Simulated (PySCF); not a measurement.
## Electronic structure of C₃H₉BSi (SMILES C=CBC[SiH3]) in real space

| atom | x (Å) | y (Å) | z (Å) |
| --- | --- | --- | --- |
| C | -2.6110 | 0.1128 | 0.8356 |
| C | -1.4159 | -0.1681 | 0.3187 |
| B | -0.4998 | 0.8706 | -0.3791 |
| C | 0.7871 | 0.3994 | -1.1086 |
| Si | 2.2211 | 0.3438 | 0.1582 |
| H | -3.0144 | 1.1131 | 0.8000 |
| H | -3.2421 | -0.6294 | 1.3033 |
| H | -1.0829 | -1.2010 | 0.3831 |
| H | -0.7682 | 2.0117 | -0.3218 |
| H | 1.1040 | 1.0662 | -1.9105 |
| H | 0.7055 | -0.6053 | -1.5252 |
| H | 3.4286 | -0.1004 | -0.5483 |
| H | 1.9247 | -0.6022 | 1.2375 |
| H | 2.4628 | 1.6682 | 0.7350 |

Geometry: GFN2-xTB.

These are results of PBE0/pcSseg-1, SCF density, gas phase, non-relativistic in PySCF 2.14.0, not measurements.

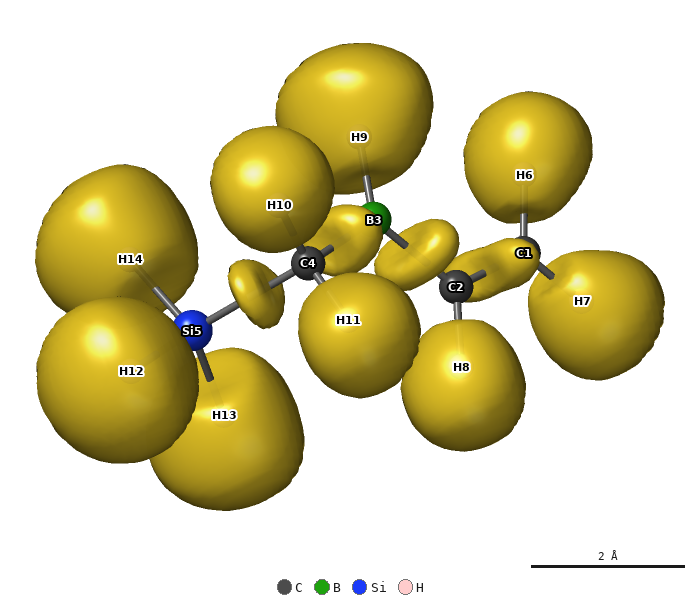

Figure 1. Isosurface of the ELF at 0.85 (yellow), seen at an oblique angle. Core shells and regions of very low density are left out.

Describe the localisation domains.

At this value the surface marks out two regions between bonded B–C atoms (shared pairs), one region between bonded C–C atoms (shared pairs), one region between bonded C–Si atoms (shared pairs) and nine regions around hydrogen nuclei. Along the contacts the grid gives the following. C–C (1.33 Å): the ELF peaks at about 0.95 between the atoms: a multiple bond. C–B (1.55 Å): the ELF peaks at about 1 between the atoms: localised, covalent bonding.

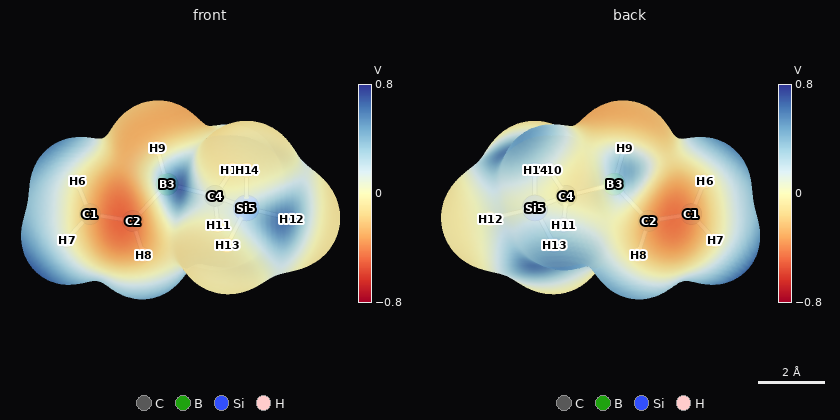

Figure 2. The electrostatic potential painted on the density surface at 0.001 e/bohr³, seen from the front and from behind; the colour scale runs from red (negative) to blue (positive).

Which sites attract a positive test charge, and which a negative one?

A positive charge is drawn to the negative regions and a negative charge to the positive ones. The most negative region (about −0.5 V) lies over the π face of C1 and C2, the most positive (about +0.6 V) over B3, Si5 and H7.

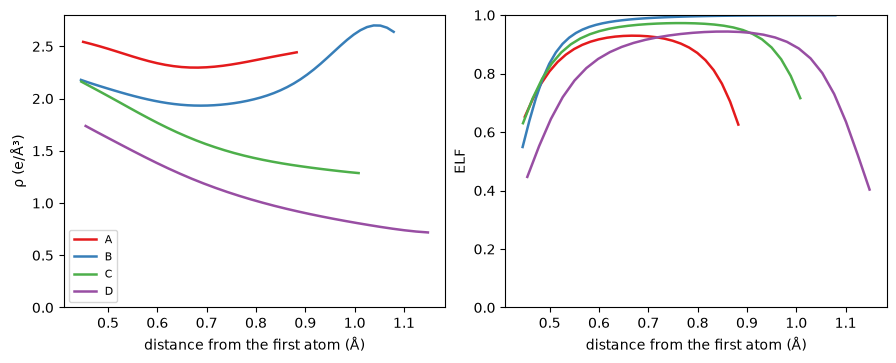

Figure 3. Electron density and electron localisation function along straight lines between neighbouring atoms. The curves leave out the atomic cores.

Which curve belongs to which contact (C–B, C–C, C–H and C–Si)? The first atom named is at distance zero.

Curve A: C–C (1.33 Å): the density is about 2.3 e/Å³ at the midpoint; the ELF peaks at about 0.95 between the atoms: a short, multiple covalent bond. Curve B: C–H (1.08 Å): the density is about 2 e/Å³ at the midpoint; the ELF climbs to about 1 towards the hydrogen, as it does in any bond to H; a covalent bond by its length. Curve C: C–B (1.55 Å): ρ at the midpoint is about 1.5 e/Å³; the ELF peaks at about 1 between the atoms; a covalent bond. Curve D: C–Si (1.91 Å): ρ is about 0.85 e/Å³ halfway; the ELF peaks at about 0.95 between the atoms: localised, covalent bonding.
